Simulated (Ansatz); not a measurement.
**Hypothetical P6_422 GaN: carrier doping**

The parent structure is GaN (space group P6_422, No. 181; a = 3.1637 Å, c = 7.4394 Å; a hypothetical phase, not in the database extracts checked).

Carriers are added at fixed cell with a uniform background; the Fermi–Dirac width is that of 300 K.

All numbers come from PBE (Ansatz, a program for electronic structure), scalar-relativistic without spin-orbit coupling.

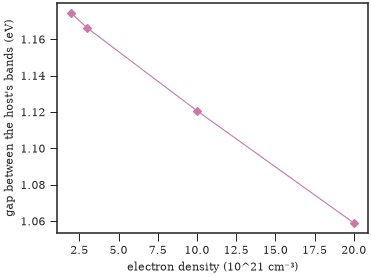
Figure: Gap between the host's bands against electron density

**Question.** From the plot, what is the gap between the host's bands for electrons 2.0×10^21 cm⁻³?

**Answer.** About 1.17 eV.

**Question.** Is the trend monotonic over the range shown?

**Answer.** Yes, it falls throughout, spanning 1.06 eV to 1.17 eV.

Carriers are added with a uniform compensating background; total energy and stress of such cells depend on the potential's zero and are not compared; many-body gap narrowing is missing at this level. No phonon test of stability was made. The base started in P3_121 and relaxed to P6_422 at this level.
